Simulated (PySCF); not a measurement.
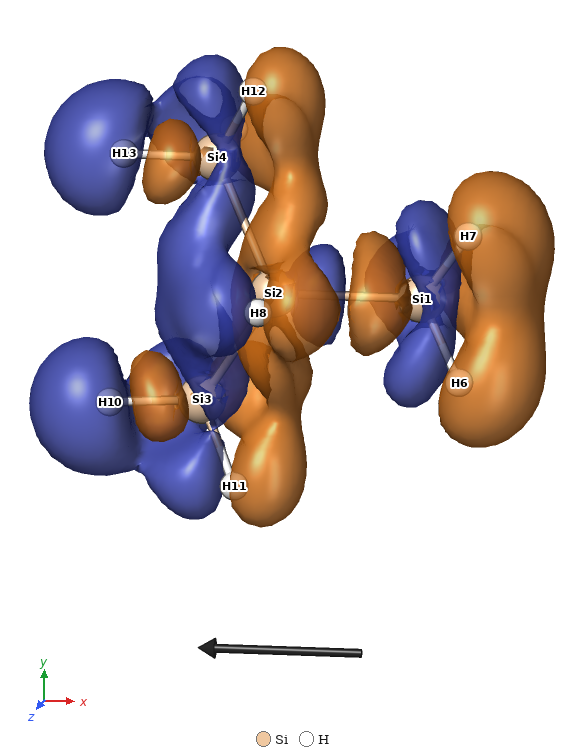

*H$_{10}$Si$_{4}$, SMILES `[SiH3][SiH]([SiH3])[SiH3]`. Change of the electron density in a uniform field of 0.21 V/Å along −x (arrow), surfaces at ±0.001 e/Å³ (orange: gain, blue: loss).*

Computed with PySCF, B3LYP/def2-SVPD, geometry: GFN2-xTB. No frequency check shows the geometry to be a minimum.

The calculation's input:

```python
import numpy as np
from pyscf import gto, scf, dft
from pyscf.scf import atom_ks, atom_hf
from scipy.linalg import block_diag

def solve(mol, dm0=None, hcore=None):
    mf = (dft.UKS if mol.spin else dft.RKS)(mol, xc='b3lyp')
    mf.grids.level = 3
    mf = mf.density_fit(auxbasis='def2-universal-jkfit')
    mf.conv_tol, mf.max_cycle = 1e-8, 80
    if hcore is not None:
        mf.get_hcore = lambda *args: hcore
    mf.kernel(dm0)
    if not mf.converged:
        mf = mf.newton().run(mf.mo_coeff, mf.mo_occ, max_cycle=30)
    assert mf.converged, 'SCF not converged'
    return mf

mol = gto.M(atom='''
Si     2.23717    -0.13642    -0.14470
Si     0.00252    -0.00037     0.49297
Si    -1.23794    -1.86422    -0.14412
Si    -1.00085     2.00106    -0.14390
H      2.36313    -0.13316    -1.60486
H      2.90081    -1.35576     0.32277
H      3.04918     0.98204     0.34054
H      0.00288    -0.00234     1.97736
H     -1.33636    -1.95064    -1.60377
H     -2.61340    -1.84664     0.35944
H     -0.65555    -3.13115     0.30442
H     -0.33732     3.18728     0.40197
H     -2.40577     2.09679     0.26007
H     -0.98019     2.15287    -1.60140
''', basis='def2-svpd', charge=0, spin=0, verbose=4)
field = np.array([0.004, 0.0, 0.0])  # atomic units
mol.set_common_orig(mol.atom_charges() @ mol.atom_coords() / mol.atom_charges().sum())
mf = solve(mol)
out = dict(dm0=mf.make_rdm1(), d0=mf.dip_moment(unit='AU'), e0=mf.e_tot)
for name, sign in (('p', 1), ('m', -1)):
    h = mf.get_hcore() + sign * np.einsum('x,xij->ij', field, mol.intor('int1e_r'))
    mi = solve(mol, mf.make_rdm1(), h)
    out.update({'dm' + name: mi.make_rdm1(), 'd' + name: mi.dip_moment(unit='AU'), 'e' + name: mi.e_tot})
# spherically averaged free atoms, for the promolecule
atm = atom_ks.get_atm_nrks(mol, xc='b3lyp')
pro = block_diag(*[(atm[a[0]][2] * atm[a[0]][3]) @ atm[a[0]][2].T for a in mol._atom])
np.savez('result.npz', pro=pro, **out)
```

Command:

```sh
OMP_NUM_THREADS=1 python input.py
```

The run took 72 s on 1 thread of Arm Neoverse V2, on a shared host, peak memory 0.87 GiB.

Partitions, critical points and surface values were worked out afterwards from this run's density.

The field was applied in both directions; the picture shows the one opposite to the script's first.

What dipole is induced, and what polarisability does it imply?

The induced dipole is 1.37 D (along the field); α along this axis, from the fields in both directions, is 134 bohr³ (19.9 Å³).
